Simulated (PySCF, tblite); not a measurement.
# C5H7FSSi: dynamics, then NMR shifts on frames, part 1 of 2

How do NMR shifts of C5H7FSSi (`Fc1ccc(C[SiH3])s1`) change as the atoms move?

Computed with tblite 0.8.0 and PySCF 2.14.0, with density-fitted response routines of our own, on a single molecule in the gas phase. Atoms are numbered from 0 throughout.

### Step 1. Starting geometry

15 atoms, charge 0, multiplicity 1; geometry from: GFN2-xTB.

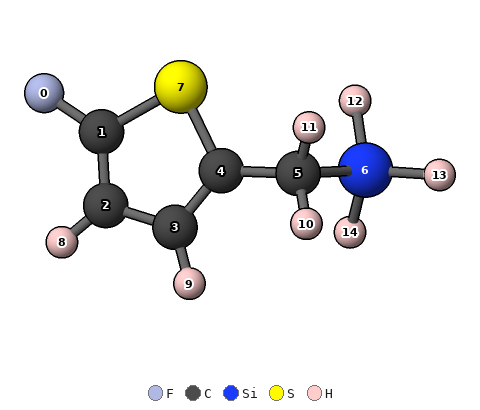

As it starts; fluorine light blue, carbon dark grey, silicon blue, sulfur yellow, hydrogen pink, atoms numbered.

### Step 2. A short Langevin run with GFN2-xTB

What the job is given:

```
{"job": {"kind": "md", "xc": "GFN2-xTB", "basis": "xTB", "temperature": 300, "steps": 2000, "every": 50, "frames": 5}, "charge": 0, "multiplicity": 1}
F     -3.391040     1.603623     0.707293
C     -2.367594     0.816108     0.363527
C     -2.381518    -0.175968    -0.555047
C     -1.114150    -0.799571    -0.656402
C     -0.175293    -0.281698     0.178331
C      1.252246    -0.648292     0.298536
Si     2.354861     0.498112    -0.773594
S     -0.827876     1.022933     1.130253
H     -3.247859    -0.449610    -1.127636
H     -0.914580    -1.614287    -1.329007
H      1.381726    -1.683554    -0.018349
H      1.568757    -0.578456     1.339264
H      2.203161     1.871435    -0.296421
H      3.737469     0.044367    -0.624165
H      1.917278     0.382848    -2.164149
```

Level: GFN2-xTB Langevin dynamics, gas phase.

The run is started by

```
$ OMP_NUM_THREADS=1 python probes_run.py task.json out
```

One launch serves the whole session: the jobs run in the order shown.

Standard output:

```text
t/fs     T/K      E/eV
    0.0   239.3   -651.99524
   25.0   148.9   -651.63475
   50.0   213.1   -651.75235
   75.0   212.0   -651.67881
  100.0   183.0   -651.49986
  125.0   255.5   -651.66083
  150.0   278.6   -651.70291
  175.0   184.5   -651.35625
  200.0   268.2   -651.42617
  225.0   276.9   -651.33483
  250.0   344.6   -651.54016
  275.0   348.4   -651.60561
  300.0   329.3   -651.55805
  325.0   235.7   -651.27419
  350.0   276.3   -651.31463
  375.0   344.6   -651.41438
  400.0   396.2   -651.57644
  425.0   305.3   -651.43758
  450.0   307.5   -651.40338
  475.0   411.2   -651.58885
  500.0   302.8   -651.28618
  525.0   347.5   -651.38606
  550.0   307.8   -651.47891
  575.0   260.8   -651.42969
  600.0   325.3   -651.42506
  625.0   314.1   -651.42816
  650.0   292.3   -651.40352
  675.0   316.9   -651.54050
  700.0   402.0   -651.63478
  725.0   235.4   -651.39556
  750.0   305.0   -651.51507
  775.0   273.7   -651.52575
  800.0   352.6   -651.65596
  825.0   262.6   -651.60793
  850.0   229.2   -651.59921
  875.0   270.1   -651.59357
  900.0   297.3   -651.51543
  925.0   369.2   -651.63922
  950.0   258.2   -651.44058
  975.0   294.3   -651.52723
 1000.0   343.5   -651.55317
```

Run time: 16 s. Hardware: 1 thread of INTEL XEON PLATINUM 8581C at 2.10GHz, shared host; peak memory 0.18 GiB.

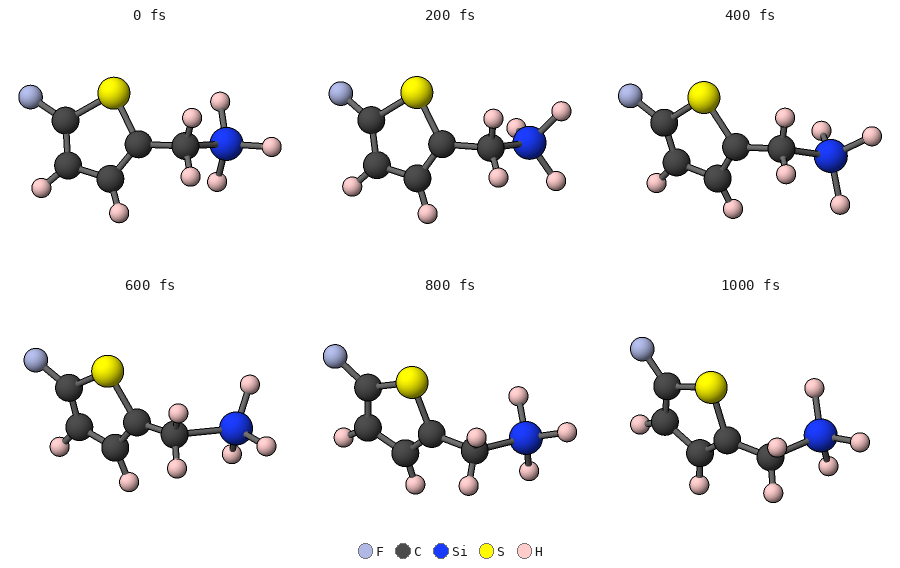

Frames of the run.

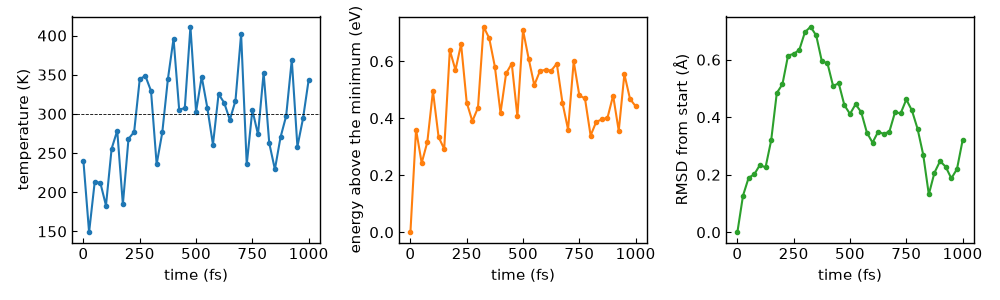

Temperature, potential energy and distance from the start.

Positions (Å) and forces (eV/Å) at 1000 fs:

```xyz
15

F    -3.092    1.708    1.923   -0.348    0.066   -0.227
C    -2.436    0.990    1.002   -0.597    0.649   -1.657
C    -2.660    0.943   -0.375    1.607   -1.066    2.498
C    -1.661    0.108   -0.984   -0.989    0.378    0.237
C    -0.738   -0.383   -0.115   -0.284    0.628    0.430
C     0.545   -1.033   -0.337    0.636   -1.501    0.866
Si    2.011    0.110   -0.643    0.899   -0.360    1.262
S    -1.043    0.189    1.542    0.574   -0.669   -0.717
H    -3.464    1.418   -0.837   -0.818    0.424   -0.589
H    -1.798   -0.148   -2.027    0.522    0.004    0.187
H     0.553   -1.799   -1.099   -0.430   -0.005   -0.556
H     0.856   -1.623    0.555   -0.466    0.408   -0.113
H     1.906    1.253    0.242    0.008    0.207   -0.060
H     3.237   -0.681   -0.330   -0.311    0.234    0.099
H     2.087    0.250   -2.028   -0.003    0.602   -1.660
```

### Step 3. NMR shieldings: 250 fs, PBE0/pcSseg-1

What the job is given:

```
{"job": {"kind": "nmr", "xc": "PBE0", "basis": "pcSseg-1", "pop": false}, "charge": 0, "multiplicity": 1}
F     -3.751500     1.691600     0.563600
C     -2.692600     0.919100     0.324700
C     -2.525300     0.136500    -0.728200
C     -1.258900    -0.536500    -0.804300
C     -0.494300    -0.270100     0.269600
C      0.988800    -0.638400     0.457100
Si     1.974300     0.613500    -0.689200
S     -1.238400     0.852900     1.346500
H     -3.328400    -0.038000    -1.467700
H     -0.962500    -1.160100    -1.614100
H      1.117300    -1.748600     0.152600
H      1.266400    -0.475600     1.471700
H      1.048900     1.528600    -1.295700
H      3.090300     1.316700     0.116800
H      2.587600    -0.163100    -1.795500
```

With the program's defaults for keys left out, this is: GIAO PBE0/pcSseg-1 NMR shielding, non-relativistic, gas phase.

Standard output:

```text
coarse grid: 14104 points
cycle   1  E = -981.4575153266  dE =  1.149e+00  |g| = 5.287e-01  |ddm| = 3.784e+00
cycle   2  E = -981.3902337309  dE =  6.728e-02  |g| = 7.615e-01  |ddm| = 9.796e-01
cycle   3  E = -981.5133424461  dE = -1.231e-01  |g| = 1.081e-01  |ddm| = 7.020e-01
cycle   4  E = -981.5161568813  dE = -2.814e-03  |g| = 4.785e-02  |ddm| = 1.731e-01
cycle   5  E = -981.5166272690  dE = -4.704e-04  |g| = 1.421e-02  |ddm| = 5.208e-02
cycle   6  E = -981.5166701686  dE = -4.290e-05  |g| = 4.709e-03  |ddm| = 1.969e-02
cycle   7  E = -981.5166753874  dE = -5.219e-06  |g| = 1.653e-03  |ddm| = 5.524e-03
final grid: 128920 points
cycle   8  E = -981.5735757640  dE = -2.628e-05  |g| = 7.892e-03  |ddm| = 3.172e-02
cycle   9  E = -981.5735598014  dE =  1.596e-05  |g| = 1.108e-02  |ddm| = 1.889e-02
cycle  10  E = -981.5735909757  dE = -3.117e-05  |g| = 1.220e-03  |ddm| = 1.242e-02
cycle  11  E = -981.5735913110  dE = -3.353e-07  |g| = 4.027e-04  |ddm| = 1.660e-03
cycle  12  E = -981.5735913505  dE = -3.958e-08  |g| = 9.447e-05  |ddm| = 4.584e-04
cycle  13  E = -981.5735913523  dE = -1.730e-09  |g| = 4.412e-05  |ddm| = 1.355e-04
cycle  14  E = -981.5735913527  dE = -4.284e-10  |g| = 8.542e-06  |ddm| = 4.314e-05
converged SCF energy = -981.5735913527

GIAO shielding tensors (ppm)
atom      isotropic    diamagn.    paramagn.     s11        s22        s33       span
  0 F      310.944     469.294    -158.350    241.235    302.525    389.073    147.839
  1 C       12.653     264.288    -251.635    -56.113     42.813     51.261    107.374
  2 C       72.792     256.784    -183.992      8.227     66.323    143.826    135.599
  3 C       65.600     252.359    -186.759    -16.639     67.674    145.765    162.404
  4 C       40.668     262.990    -222.322    -48.790     45.488    125.306    174.096
  5 C      168.115     249.703     -81.589    149.837    162.608    191.899     42.062
  6 Si     402.696     878.347    -475.651    340.527    406.453    461.107    120.580
  7 S      301.881    1057.219    -755.338    203.068    319.888    382.685    179.618
  8 H       24.927      28.353      -3.426     21.556     24.753     28.473      6.917
  9 H       25.421      33.443      -8.021     22.632     24.716     28.916      6.284
 10 H       27.456      28.677      -1.221     23.120     25.636     33.612     10.492
 11 H       29.867      31.275      -1.409     25.185     29.353     35.062      9.877
 12 H       28.516      29.700      -1.184     24.588     29.806     31.153      6.566
 13 H       26.459      27.120      -0.661     23.144     24.317     31.915      8.771
 14 H       27.134      28.542      -1.407     23.962     25.177     32.263      8.301
```

It took 19 s on 1 thread of INTEL XEON PLATINUM 8581C at 2.10GHz, shared host; peak memory 0.83 GiB.

Shifts follow as δ = σ(reference) − σ, with reference shieldings (ppm) from runs at the same level and on the same kind of geometry: ¹H TMS 31.72, ¹³C TMS 186.9, ²⁹Si TMS 349.2, ¹⁹F CFCl3 170.9, ³³S CS2 504. The references are single molecules in the gas phase, so shifts against H2O, NH3, PH3, H3PO4 or CFCl3 are not on the usual liquid scales and can be off by tens of ppm. Each atom is listed at this fixed geometry, with no averaging over motion; a spectrum would average atoms that exchange fast.

```tsv
atoms	environment	σ (ppm)	δ (ppm)
C1	aromatic carbon bearing fluorine	12.7	174.3
C4	substituted aromatic carbon next to the ring sulfur	40.7	146.3
C3	aromatic CH	65.6	121.3
C2	aromatic CH	72.8	114.1
C5	sp3 CH2 bonded to Si, on an aromatic ring	168.1	18.8
H8	hydrogen on an aromatic CH	24.93	6.79
H9	hydrogen on an aromatic CH	25.42	6.30
H13	hydrogen on a silicon bonded to C	26.46	5.26
H14	hydrogen on a silicon bonded to C	27.13	4.58
H10	hydrogen on an sp3 CH2 bonded to Si, on an aromatic ring	27.46	4.26
H12	hydrogen on a silicon bonded to C	28.52	3.20
H11	hydrogen on an sp3 CH2 bonded to Si, on an aromatic ring	29.87	1.85
F0	aryl fluorine	310.9	-140.0
Si6	silicon bonded to C, 3 H	402.7	-53.5
S7	aromatic ring sulfur	302	202
```

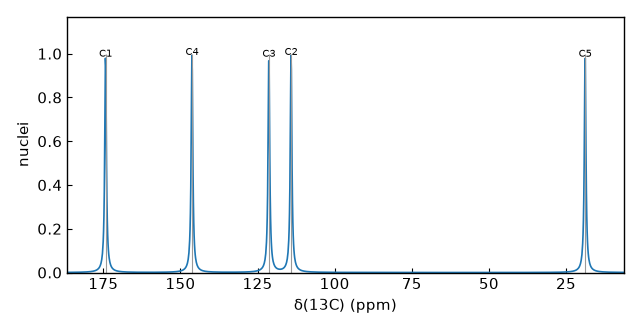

¹³C lines at the computed shifts, without couplings. Lines are broadened to a width of 0.62 ppm (Lorentzian).

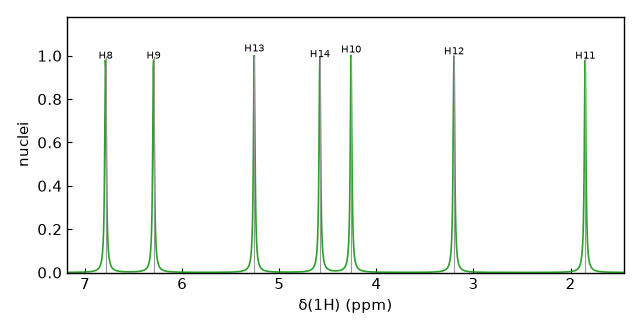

¹H lines at the computed shifts, without couplings. Lines are broadened to a width of 0.02 ppm (Lorentzian).

Ring of atoms C1, C2, C3, C4, S7: NICS(0) -12.2, NICS(1) -9.2, NICS(1)zz -19.3 ppm (means of both faces).

### Step 4. Shielding tensors: 425 fs, PBE0/pcSseg-1

What the job is given:

```
{"job": {"kind": "nmr", "xc": "PBE0", "basis": "pcSseg-1", "pop": false}, "charge": 0, "multiplicity": 1}
F     -3.809200     1.560000     0.963500
C     -2.742900     0.931400     0.470800
C     -2.609900     0.425700    -0.774700
C     -1.392900    -0.358000    -0.838900
C     -0.706300    -0.392900     0.315400
C      0.705000    -0.916200     0.535300
Si     2.119900    -0.109300    -0.585300
S     -1.474100     0.498900     1.591400
H     -3.369800     0.690000    -1.501200
H     -1.267400    -1.032700    -1.610900
H      0.826500    -2.031600     0.373100
H      0.844000    -0.693000     1.598500
H      1.719300     1.250000    -0.645000
H      3.377000    -0.422800     0.078700
H      2.122500    -0.772700    -1.962500
```

Method: GIAO PBE0/pcSseg-1 NMR shielding, non-relativistic, gas phase.

Standard output:

```text
coarse grid: 14104 points
cycle   1  E = -981.4509424849  dE =  1.170e+00  |g| = 5.349e-01  |ddm| = 3.798e+00
cycle   2  E = -981.3790163659  dE =  7.193e-02  |g| = 7.773e-01  |ddm| = 1.022e+00
cycle   3  E = -981.5083409569  dE = -1.293e-01  |g| = 1.090e-01  |ddm| = 7.200e-01
cycle   4  E = -981.5112110196  dE = -2.870e-03  |g| = 4.795e-02  |ddm| = 1.714e-01
cycle   5  E = -981.5116733349  dE = -4.623e-04  |g| = 1.295e-02  |ddm| = 4.911e-02
cycle   6  E = -981.5117064584  dE = -3.312e-05  |g| = 4.318e-03  |ddm| = 1.855e-02
cycle   7  E = -981.5117107583  dE = -4.300e-06  |g| = 1.695e-03  |ddm| = 5.519e-03
final grid: 128920 points
cycle   8  E = -981.5675440565  dE = -2.493e-05  |g| = 8.329e-03  |ddm| = 3.305e-02
cycle   9  E = -981.5675231208  dE =  2.094e-05  |g| = 1.225e-02  |ddm| = 2.047e-02
cycle  10  E = -981.5675609826  dE = -3.786e-05  |g| = 1.318e-03  |ddm| = 1.343e-02
cycle  11  E = -981.5675613712  dE = -3.886e-07  |g| = 4.131e-04  |ddm| = 1.687e-03
cycle  12  E = -981.5675614138  dE = -4.256e-08  |g| = 9.454e-05  |ddm| = 4.984e-04
cycle  13  E = -981.5675614155  dE = -1.693e-09  |g| = 4.179e-05  |ddm| = 1.225e-04
cycle  14  E = -981.5675614159  dE = -3.652e-10  |g| = 7.331e-06  |ddm| = 3.785e-05
converged SCF energy = -981.5675614159

GIAO shielding tensors (ppm)
atom      isotropic    diamagn.    paramagn.     s11        s22        s33       span
  0 F      297.490     469.179    -171.689    213.604    289.844    389.021    175.417
  1 C        7.471     262.278    -254.807    -61.058     35.074     48.398    109.456
  2 C       69.173     257.026    -187.853     -6.100     71.579    142.040    148.141
  3 C       64.560     249.439    -184.879    -16.150     56.772    153.057    169.207
  4 C       44.788     262.085    -217.297    -38.338     51.459    121.244    159.582
  5 C      167.551     248.949     -81.398    143.389    165.692    193.571     50.181
  6 Si     409.540     879.304    -469.764    378.260    395.512    454.850     76.590
  7 S      303.009    1057.027    -754.017    148.226    371.889    388.913    240.687
  8 H       24.682      28.689      -4.007     22.312     23.655     28.078      5.766
  9 H       25.971      33.597      -7.626     22.928     25.833     29.151      6.223
 10 H       28.138      28.750      -0.612     23.697     26.476     34.241     10.544
 11 H       29.450      30.790      -1.340     22.601     31.145     34.603     12.001
 12 H       28.354      29.933      -1.579     24.668     28.137     32.258      7.591
 13 H       27.613      28.712      -1.099     23.849     25.491     33.497      9.648
 14 H       26.889      28.524      -1.635     23.728     25.542     31.397      7.669
```

It took 19 s on 1 thread of INTEL XEON PLATINUM 8581C at 2.10GHz, shared host; peak memory 0.89 GiB.

In short: δ C1 179.5, C4 142.1, C3 122.4, C2 117.8, H8 7.04, H9 5.75 ppm.

(Continued in part 2 of 2.)
